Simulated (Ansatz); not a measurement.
Consider Li$_{2}$O in the anti-fluorite structure (space group Fm-3m, No. 225; a = 4.626 Å).

The change: a negative pressure, −2 GPa.

Calculations: PBE (Ansatz, a program for electronic structure), scalar-relativistic without spin-orbit coupling.

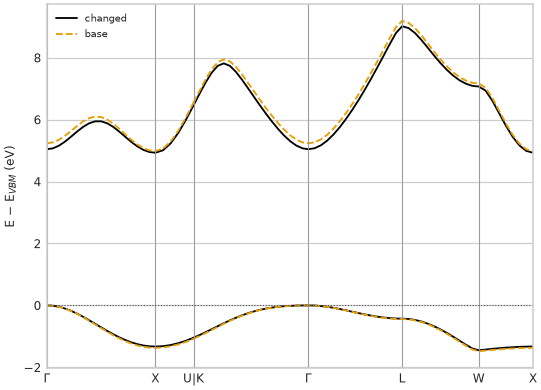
Fig. 1. Highest valence and lowest conduction band along the path, each from its own valence-band maximum

From the figure, how large is the changed gap, and is it direct?

About 4.9 eV, indirect, Γ → X.

Load acts through the strain it causes; cell and atoms are relaxed under it. No phonon test of stability was made.
